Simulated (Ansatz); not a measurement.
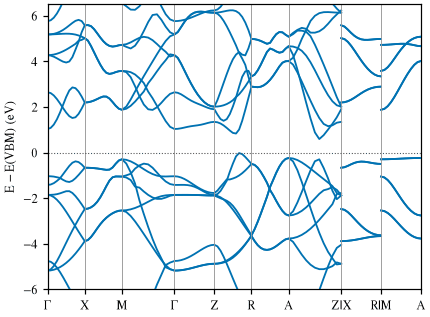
Figure. Band structure from PBE in the plane-wave PAW code Ansatz

The gap is 0.53 eV; an edge lies off the plotted path or next to a special point (maximum off the standard path, minimum off the standard path).

The material is GeS in space group P4/nmm (No. 129; Ge on 2c, S on 2a).

A made-up cell: these elements were put on the sites of a structure type; neither database checked (COD, Materials Project) lists it. COD files the formula under space group No. 62, so this cell is another polymorph or a model. Whether it is the stable phase at ambient conditions was not checked. Symmetry was held in the PBE relaxation; its stability against distortions is not shown here. A crystal of weakly bound layers computed without a dispersion correction: the cell and the soft elastic constants depend strongly on that. Spin–orbit coupling is left out wherever it is not named.

Potentials: the later of the program's two PAW sets.
